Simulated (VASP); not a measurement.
Band structure of TiC (relaxed from the NiAs type structure, space group P6_3/mmc). Computed with r2SCAN meta-GGA, VASP's PBE PAW potentials (set 64) (plane waves; VASP).

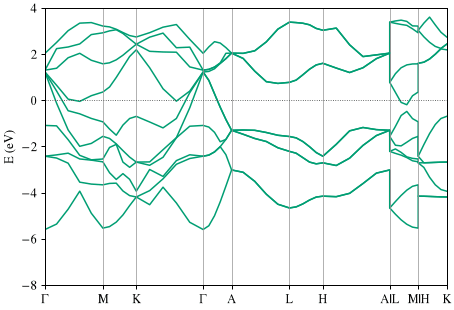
Fig. 1. Bands along high-symmetry lines, zero at the valence-band maximum or, without a gap, the Fermi level

**Question.** Read the plot: is there a gap, and where are the band edges?

**Answer.** It has no gap at this level: it comes out as a metal or semimetal.

The structure was generated: TiC was put into the NiAs type type (P6_3/mmc), which need not be its known phase. It was relaxed first, which changed the volume by -33 %.
